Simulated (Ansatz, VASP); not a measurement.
# AsPb: VASP beside Ansatz

Wanted: the spread between two codes on one cell, functional and k mesh. The cell is invented: As first built, before any earlier steps moved the atoms: it takes the GeAs structure with some of its atoms replaced by other elements, volume scaled by an estimate. It may not be a known or stable phase. The cell comes out of the VASP series on this material, whose earlier steps may have relaxed, scaled or displaced it; both programs get it as it stands.

Main program and level: Ansatz 0.2.0; plane waves, with VASP 6.6.1 beside it; band structure at PBE, band structure at PBEsol and band structure at r2SCAN, spin-orbit coupling.

### 1. Set-up

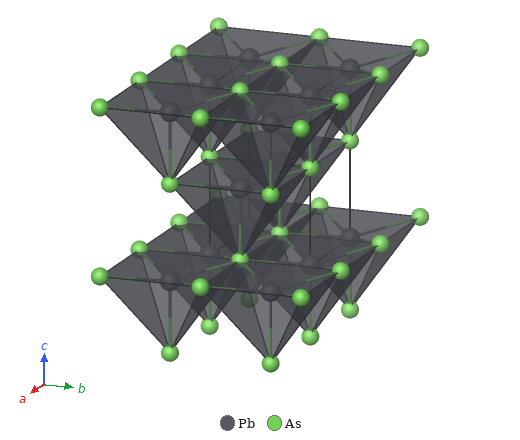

The cell as given, slightly off an axis (lead dark grey, arsenic green). 2×1×1 cells are drawn. This picture shows the conventional cell, with its axes. Some periodic images of atoms are drawn too.

### 2. Ansatz: band structure, PBE

Ansatz runs on its default PAW (the set named soft_2) files.

The same path points are solved in both programs, so levels can be compared one by one.

The input, input.yaml:

```yaml
crystal:
  lattice:
    - [-2.065730946, 2.065730946, 3.3498724957]
    - [2.065730946, -2.065730946, 3.3498724957]
    - [2.065730946, 2.065730946, -3.3498724957]
  atoms:
    - { symbol: Pb, position: [0.0052393533, 0.0052393533, 0.0] }
    - { symbol: As, position: [0.5807606467, 0.5807606467, 0.0] }
hamiltonian:
  xc: pbe
  pseudopotentials: { kind: paw }
kpoints:
  mp_grid: { grid: [5, 5, 5] }
  band_path:
    path:
      - [0.0, 0.0, 0.0]
      - [0.0, 0.0, 0.2]
      - [0.0, 0.0, 0.4]
      - [-0.02535, 0.02535, 0.5]
      - [-0.10141, 0.10141, 0.5]
      - [-0.17746, 0.17746, 0.5]
      - [-0.23145, 0.23145, 0.45868]
      - [-0.29342, 0.29342, 0.39671]
      - [-0.34507, 0.34507, 0.34507]
      - [-0.20704, 0.20704, 0.20704]
      - [-0.06901, 0.06901, 0.06901]
      - [0.06667, 0.06667, -0.06667]
      - [0.26667, 0.26667, -0.26667]
      - [0.46667, 0.46667, -0.46667]
      - [0.45868, 0.54132, -0.45868]
      - [0.39671, 0.60329, -0.39671]
      - [0.34507, 0.65493, -0.34507]
      - [0.20704, 0.59296, -0.20704]
      - [0.06901, 0.53099, -0.06901]
      - [0.03333, 0.46667, 0.03333]
      - [0.13333, 0.36667, 0.13333]
      - [0.23333, 0.26667, 0.23333]
      - [0.31667, 0.31667, 0.13263]
      - [0.41667, 0.41667, -0.04342]
      - [0.5, 0.5, -0.19013]
      - [0.5, 0.5, -0.31408]
      - [0.5, 0.5, -0.43803]
      - [0.03333, 0.03333, 0.46667]
      - [0.13333, 0.13333, 0.36667]
      - [0.25, 0.25, 0.25]
    npoints: 1
scf:
  occupations: { method: gaussian, width: 0.02 }
  n_extra_bands: 7
output:
  forces: true
  stress: true
  eigenvalues: true
```

Started as:

```
> ansatz run input.yaml --threads 2 --pin off --max-ram 4608MiB --backend cpu --events-out ev --progress --plain --runs-dir out
```

Numbers of over 12 decimals in the logs are rounded to 6 here.

The log of the run:

```text
scf.n_extra_bands = 7 over 15 filled bands (N_el = 29.0): the run solves 22 bands
Engine: ansatz 0.2.0, aarch64-unknown-linux-gnu
Pseudopotentials: kind: paw
Pseudopotential: Pb, paw, valence charge 14, recommended cutoff 420 eV (normal), Pb.paw.azcp
Pseudopotential: As, paw, valence charge 15, recommended cutoff 420 eV (normal), As.paw.azcp
Functional definition: PBE
  parameter kappa = 0.804
  parameter beta = 0.066725
  exchange = pbe_x(kappa = kappa, mu = beta*pi^2/3)
  correlation = pbe_c(beta = beta)
Crystal: 2 atoms, lattice volume = 57.179 Å³
Basis set: ecut = 420 eV, 1111 PW (Γ), exchange–correlation on 60×60×60 points (8 copies of the dense FFT grid, shifted against one another)
Bands: 22, of which v1, the nominal top of the filled ones, is band 15 counted from 1 (14 counted from 0)
Symmetry: 8 space group operations
Space group: I4mm (ITA 107), of the structure as read, at distance tolerance 3.9e-5 Å
k-points: 18 of 125 (time reversal used)
Non-local potential: Pb, projectors of the file, l = 0: 2, l = 1: 2, l = 2: 2, l = 3: 2
Non-local potential: As, projectors of the file, l = 0: 2, l = 1: 2, l = 2: 3, l = 3: 1
PAW form: soft (Blöchl's): semilocal exchange-correlation on the pseudo side does not see the compensation charge
PAW one-centre angular grid: Pb, 590 points (default); XC on 64 Gauss nodes
PAW one-centre angular grid: As, 590 points (default); XC on 64 Gauss nodes
Initial density: superposition of atomic densities (neutral atoms: chi_scale 0, normalization atom), corrected by the library's trained network
Initial wavefunctions: pseudopotential atomic-orbital guess
Functional: x = pbe(κ = 0.804, μ = 0.219515), c = pbe(β = 0.066725)
SCF iter   1: F=—  HF=-16762.362602 eV  |F-HF|=—  |Δ(HF+E_count)|=         —  Δρ=2.03e-3  dr2=3.83e-3  ethr=1.77e-3  ⟨swp⟩=6.4  Hψ=1978  notcnv=0
preconditioner: auto → none  [insulator: Δε(μ)=0.051 eV  Ē_g=17.895 eV  σ=0.020 eV  W_gap=0.69  n_scr=14 (ndim 8)  ℏωp=21.4 eV  f_vac=0.008  D(μ)=3.23/eV (n_scr^D=34)  ε∞_Penn≈2.4]
SCF iter   2: F=—  HF=-16762.360910 eV  |F-HF|=—  |Δ(HF+E_count)|=   1.69e-3  Δρ=7.90e-4  dr2=4.61e-4  ethr=1.32e-5  ⟨swp⟩=2.3  Hψ=789  notcnv=0  defer=55
SCF iter   3: F=—  HF=-16762.360837 eV  |F-HF|=—  |Δ(HF+E_count)|=   7.30e-5  Δρ=2.81e-4  dr2=5.11e-5  ethr=1.59e-6  ⟨swp⟩=2.3  Hψ=541  notcnv=0  defer=55
SCF iter   4: F=—  HF=-16762.360835 eV  |F-HF|=—  |Δ(HF+E_count)|=   2.21e-6  Δρ=8.91e-5  dr2=3.65e-6  ethr=1.76e-7  ⟨swp⟩=2.3  Hψ=597  notcnv=0  defer=55
iter 5 did not close the SCF: its close was put off for the readings that it lacked (scf_convergence_deferred on its scf_iter line)
SCF iter   5: F=-16762.360836 eV  HF=-16762.360836 eV  |F-HF|=1.35e-7  |Δ(HF+E_count)|=   1.78e-6  Δρ=1.90e-5  dr2=8.34e-8  ethr=1.26e-8  ⟨swp⟩=2.1  Hψ=501  notcnv=0  defer=55
SCF iter   6: F=-16762.360836 eV  HF=-16762.360836 eV  |F-HF|=1.38e-8  |Δ(HF+E_count)|=   1.66e-7  Δρ=5.25e-6  dr2=6.86e-9  ethr=2.88e-10  ⟨swp⟩=6.6  Hψ=1855  notcnv=0
SCF 1 converged in 6 iterations: F = -16762.360836 eV  dr2 = 6.86e-9
  greatest PAW one-centre occupation: 0.999 electrons in one spin orbital (limit 2), on the As atom at site 1 (counted from 0), in its partial waves of l = 2
NSCF: frozen V_eff on 30 k-points
SCF converged after 6 iterations
Free energy (F): -16762.360836 eV
Harris-Foulkes:  -16762.360836 eV  (|F-HF|=1.38e-8)
Internal energy: -16762.360195 eV  (E = F + TS)
E sigma→0 (E₀):  -16762.360516 eV
Entropy (-TS):   -0.000641 eV (-0.321 meV/atom)
Fermi energy:    8.724717 eV
--- Per-component energies (eV) ---
  E_band       = -306.656203
  E_kinetic    = 391.059204
  E_local      = -2953.740887  (includes V_loc(G=0)·N_el)
  E_nonlocal   = -320.678221
  E_hartree    = 1445.685373
  E_xc         = -298.847595
  E_vxc        = -210.291152  (∫ρ·V_xc dr)
  E_paw        = -12241.817944  (= ΣΔE_a)
  E_vpaw       = -104.377068  (= ΣTr[D̂ρ^β])
  E_aug_tail   = 0.000059  (compensation charges beyond the density's cutoff)
  E_ewald      = -2784.020184
  E_smearing   = -0.000641  (= −TS)
  E_closure    = -0.000000  (closes the sum)
  Σ components = -16762.360836   (vs F -16762.360836, Δ=0.00e0)
--- Forces (eV/Å), atoms counted from 1 ---
  atom   1  Pb     0.00000000    -0.00000000     0.08084748
  atom   2  As    -0.00000000    -0.00000000    -0.08082708
  max |Σ_I F_I| component: 2.04e-5 eV/Å
--- Stress (GPa, compression-positive) ---
        0.211935       0.000000      -0.000000
        0.000000       0.211935      -0.000000
       -0.000000      -0.000000      -0.728563
  P = ⅓ Tr σ = -0.1016 GPa (-1.016 kbar)
--- Band table (eV; the first three rows and the last of 18) ---
  k-point 0: bands = [... 11 lower, 4.3092, 7.9563, 7.9563, 8.5533, 12.3463, 13.8256, 13.8256, 15.0640, ... 3 higher]
  k-point 1: bands = [... 11 lower, 2.8318, 7.0780, 7.6537, 9.6826, 11.6408, 12.8210, 12.9029, 15.8365, ... 3 higher]
  k-point 2: bands = [... 11 lower, 1.8381, 5.1420, 5.9991, 7.2846, 11.8554, 13.8418, 15.9770, 17.3671, ... 3 higher]
  k-point 17: bands = [... 11 lower, 1.1628, 5.0438, 7.1011, 7.9030, 13.6378, 14.5250, 15.0342, 15.4797, ... 3 higher]
```

It took 4.1 s on 2 threads of Arm Neoverse N1, shared host; peak memory 0.32 GiB.

### 3. VASP: band structure, PBE

The same cell, functional, mesh and smearing now go to VASP, with its own data sets and cutoff.

Lines of VASP's logs that name or quote its potential files are left out, and so is its time.

The input, INCAR:

```
SYSTEM = AsPb
PREC = Accurate
ENCUT = 400
EDIFF = 1E-06
NELM = 100
ISMEAR = 0
SIGMA = 0.02
LREAL = .FALSE.
ALGO = Normal
GGA = PE
LORBIT = 11
LWAVE = .FALSE.
LCHARG = .FALSE.
KPAR = 4
```

The input, POSCAR:

```
AsPb
1.0
   -2.0657309460      2.0657309460      3.3498724957
    2.0657309460     -2.0657309460      3.3498724957
    2.0657309460      2.0657309460     -3.3498724957
Pb As
1 1
Direct
    0.0052393533      0.0052393533      0.0000000000
    0.5807606467      0.5807606467      0.0000000000
```

The input, KPOINTS:

```
Automatic mesh
0
Gamma
5 5 5
0 0 0
```

The input, KPOINTS_OPT:

```
Line mode
16
Line-mode
Reciprocal
  0.00000000   0.00000000   0.00000000 GAMMA
  0.00000000   0.00000000   0.50000000 X

  0.00000000   0.00000000   0.50000000 X
 -0.19013452   0.19013452   0.50000000 Y

 -0.19013452   0.19013452   0.50000000 Y
 -0.34506726   0.34506726   0.34506726 S

 -0.34506726   0.34506726   0.34506726 S
  0.00000000   0.00000000   0.00000000 GAMMA

  0.00000000   0.00000000   0.00000000 GAMMA
  0.50000000   0.50000000  -0.50000000 Z

  0.50000000   0.50000000  -0.50000000 Z
  0.34506726   0.65493274  -0.34506726 S1

  0.34506726   0.65493274  -0.34506726 S1
  0.00000000   0.50000000   0.00000000 N

  0.00000000   0.50000000   0.00000000 N
  0.25000000   0.25000000   0.25000000 P

  0.25000000   0.25000000   0.25000000 P
  0.50000000   0.50000000  -0.19013452 Y1

  0.50000000   0.50000000  -0.19013452 Y1
  0.50000000   0.50000000  -0.50000000 Z

  0.00000000   0.00000000   0.50000000 X
  0.25000000   0.25000000   0.25000000 P
```

The projector-augmented-wave data sets are Pb_d and As (PBE family, release 64).

Started as:

```
> mpirun -np 4 vasp_std
```

The log of the run:

```text
[banner, memory and clock lines left out]
running    4 mpi-ranks, on    1 nodes
 distrk:  each k-point on    1 cores,    4 groups
 distr:  one band on    1 cores,    1 groups

 POSCAR found type information on POSCAR PbAs
 POSCAR found :  2 types and       2 ions
 LDA part: xc-table for (Slater+PW92), standard interpolation
 POSCAR, INCAR and KPOINTS ok, starting setup
 FFT: planning ... GRIDC
 FFT: planning ... GRID_SOFT
 FFT: planning ... GRID
 WAVECAR not read
 entering main loop
       N       E                     dE             d eps       ncg     rms          rms(c)
DAV:   1     0.130633285045E+03    0.13063E+03   -0.75696E+03   468   0.117E+03
DAV:   2     0.534910935966E+00   -0.13010E+03   -0.12653E+03   493   0.321E+02
DAV:   3    -0.792859308082E+01   -0.84635E+01   -0.83375E+01   593   0.912E+01
DAV:   4    -0.814960007198E+01   -0.22101E+00   -0.21450E+00   541   0.173E+01
DAV:   5    -0.815669780801E+01   -0.70977E-02   -0.70975E-02   604   0.288E+00    0.189E+00
DAV:   6    -0.805003790064E+01    0.10666E+00   -0.25986E-01   663   0.555E+00    0.108E+00
DAV:   7    -0.804633203517E+01    0.37059E-02   -0.58772E-02   596   0.187E+00    0.428E-01
DAV:   8    -0.804727443680E+01   -0.94240E-03   -0.58572E-03   518   0.953E-01    0.617E-02
DAV:   9    -0.804735053894E+01   -0.76102E-04   -0.57790E-04   606   0.303E-01    0.445E-02
DAV:  10    -0.804735902600E+01   -0.84871E-05   -0.68402E-05   543   0.737E-02    0.216E-02
DAV:  11    -0.804736027697E+01   -0.12510E-05   -0.33113E-05   583   0.648E-02    0.505E-03
DAV:  12    -0.804735963745E+01    0.63952E-06   -0.26583E-06   533   0.120E-02
   1 F= -.80473596E+01 E0= -.80470389E+01  d E =-.641421E-03
 Start KPOINTS_OPT (optional k-point list driver)
k-point batch [1-18\176]
       N       E                     dE             ncg
DAV:   1     0.398247150224E+03   -0.54767E+04      468
DAV:   2    -0.198303604929E+04   -0.23813E+04      483
DAV:   3    -0.213896327413E+04   -0.15593E+03      623
DAV:   4    -0.214231791928E+04   -0.33546E+01      539
DAV:   5    -0.214243352784E+04   -0.11561E+00      630
DAV:   6    -0.214243974080E+04   -0.62130E-02      665
DAV:   7    -0.214243977817E+04   -0.37375E-04      627
DAV:   8    -0.214243977866E+04   -0.49191E-06      394
[...]
k-point batch [163-176\176]
       N       E                     dE             ncg
DAV:   1     0.217032395705E+04   -0.80889E+04      372
DAV:   2     0.462162840871E+03   -0.17082E+04      389
DAV:   3     0.356445681161E+03   -0.10572E+03      444
DAV:   4     0.354076159641E+03   -0.23695E+01      437
DAV:   5     0.353984568667E+03   -0.91591E-01      455
DAV:   6     0.353977924940E+03   -0.66437E-02      515
DAV:   7     0.353977889172E+03   -0.35769E-04      470
DAV:   8     0.353977888653E+03   -0.51857E-06      277
```

OUTCAR, selected parts (step 3):

```text
ion  position               nearest neighbor table
   1  0.005  0.005  0.000-   2 2.84   2 2.96   2 2.96   2 2.96   2 2.96
   2  0.581  0.581  0.000-   1 2.84   1 2.96   1 2.96   1 2.96   1 2.96

  LATTYP: Found a body centered tetragonal cell.
 ALAT       =     4.1314618920
 C/A-ratio  =     1.6216402732

 Subroutine GETGRP returns: Found  8 space group operations
 (whereof  8 operations were pure point group operations)

The static configuration has the point symmetry C_4v.

 Found     18 irreducible k-points:

   k-points           NKPTS =     18   k-points in BZ     NKDIM =     18   number of bands    NBANDS=     13

   dimension x,y,z NGX =    30 NGY =   30 NGZ =   30
   dimension x,y,z NGXF=    60 NGYF=   60 NGZF=   60

   ENCUT  =  400.0 eV  29.40 Ry    5.42 a.u.   7.25  7.25  7.25*2*pi/ulx,y,z

   NELECT =      19.0000    total number of electrons

 k-points in reciprocal lattice and weights: Automatic mesh
   0.00000000  0.00000000  0.00000000       0.008
   0.20000000 -0.00000000  0.00000000       0.064
   0.40000000  0.00000000  0.00000000       0.064
   0.20000000  0.20000000  0.00000000       0.064
   0.40000000  0.20000000  0.00000000       0.128
  -0.40000000  0.20000000  0.00000000       0.128
  -0.20000000  0.20000000  0.00000000       0.032
   0.40000000  0.40000000  0.00000000       0.064
  -0.40000000  0.40000000  0.00000000       0.032
[...]
-0.40000000  0.40000000  0.40000000       0.032
  -0.40000000 -0.40000000  0.40000000       0.016

 average (electrostatic) potential at core
       1 -92.2298       2 -49.4784

 E-fermi :   4.7818

 k-point     1 :       0.0000    0.0000    0.0000
  band No.  band energies     occupation
    ...
      6      -7.3743      2.00000
      7       0.3578      2.00000
      8       4.0135      2.00000
      9       4.0135      2.00000
     10       4.6106      2.00000
     11       8.3984      0.00000
     12       9.8742      0.00000
     13       9.8742      0.00000

 k-point     2 :       0.2000   -0.0000    0.0000
  band No.  band energies     occupation
    ...
      5     -11.6593      2.00000
      6      -6.9637      2.00000
      7      -0.9838      2.00000
      8       4.1499      2.00000
      9       4.2333      2.00000
     10       4.8356      0.00014
     11       7.4741      0.00000
     12       9.0920      0.00000
     13       9.2460      0.00000

 k-point     3 :       0.4000    0.0000    0.0000
  band No.  band energies     occupation
    ...
      5     -11.6462      2.00000
      6      -5.8940      2.00000
      7      -3.0703      2.00000
      8       3.7202      2.00000
      9       4.7748      1.37486
     10       5.2018      0.00000
     11       6.9805      0.00000
     12       7.6055      0.00000
     13       8.0120      0.00000

  Total        0.0672104      0.0672104     -0.2614304      0.0000000      0.0000000      0.0000000
  in kB        1.8832653      1.8832653     -7.3253937      0.0000000      0.0000000      0.0000000
  external PRESSURE =      -1.1862877 kB  Pullay stress =       0.0000000 kB

  energy-cutoff  :      400.00
  volume of cell :       57.18
      direct lattice vectors                 reciprocal lattice vectors
    -2.065730946  2.065730946  3.349872496     0.000000000  0.242045074  0.149259412
     2.065730946 -2.065730946  3.349872496     0.242045074  0.000000000  0.149259412
     2.065730946  2.065730946 -3.349872496     0.242045074  0.242045074  0.000000000

 POSITION                                       TOTAL-FORCE (eV/Angst)
 -----------------------------------------------------------------------------------
      0.00000      0.00000      0.03510        -0.000000     -0.000000      0.086338
      0.00000      0.00000      3.89095         0.000000      0.000000     -0.086338
 -----------------------------------------------------------------------------------
    total drift:                               -0.000001     -0.000001      0.000158

  FREE ENERGIE OF THE ION-ELECTRON SYSTEM (eV)
  ---------------------------------------------------
  free  energy   TOTEN  =        -8.0473596375 eV

  energy  without entropy=       -8.0467182167  energy(sigma->0) =       -8.04703893

 total charge
# of ion       s       p       d       tot
------------------------------------------
    1        1.355   0.748   9.831  11.935
    2        1.271   1.403   0.021   2.695
--------------------------------------------------
tot          2.627   2.151   9.852  14.630

[... 3 further parts left out ...]
```

The run ends at a pressure of -0.12 GPa, with forces up to 0.086 eV/Å.

### 4. Side by side

Known differences besides the PAW data sets themselves: the data sets hold 29 valence electrons in Ansatz (default PAW (the set named soft_2) files) and 19 in VASP; the cutoff is 420 eV in Ansatz and 400 eV in VASP; VASP leaves aspherical gradient terms in its spheres out (LASPH is not set), Ansatz keeps them. Total energies have different zeros and are not compared.

Both answers:

```csv
quantity,Ansatz,VASP,difference
pressure (GPa),-0.10,-0.12,+0.02
```

Forces (eV/Å; atoms numbered as in POSCAR):

```csv
atom,"Ansatz x, y, z","VASP x, y, z"
Pb1,"0.000, 0.000, 0.081","0.000, 0.000, 0.086"
As2,"0.000, 0.000, -0.081","0.000, 0.000, -0.086"
```

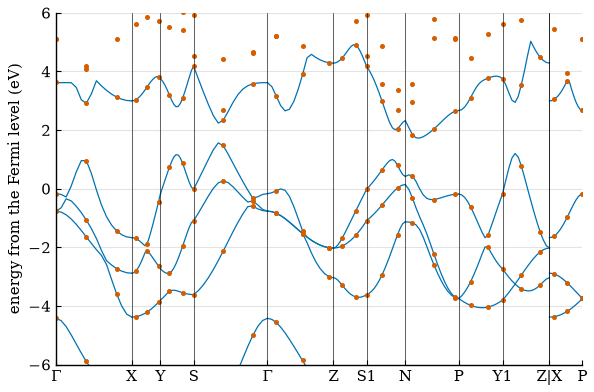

Bands from VASP (lines) and levels from Ansatz (dots). Dots without a line are higher empty bands that the VASP plot leaves out.

The forces differ by 3.2 meV/Å r.m.s., which is 6.4 % of the r.m.s. force of 0.05 eV/Å (both taken over all components). Levels from 3 eV below to 2 eV above the Fermi level differ by 2 meV r.m.s. and 7 meV at most; each VASP level is matched to the nearest of Ansatz, which flatters the figure a little. Ansatz's pressure holds a Pulay correction of 0.02 GPa; VASP's holds none.

(Continued in part 2 of 2.)

[Lines on the potential files, build, host, timing and source positions are cut from VASP's logs without a mark.]

[Logs are printed without paths, hosts, clocks, repeated set-up lines and the standing remarks that a program may print on its own settings, such as how far it seeks lower states.]

[Hosts, paths, dates, database ids (printed as entryN), source tags and the programs' standing remarks are cut or masked in the printed files.]
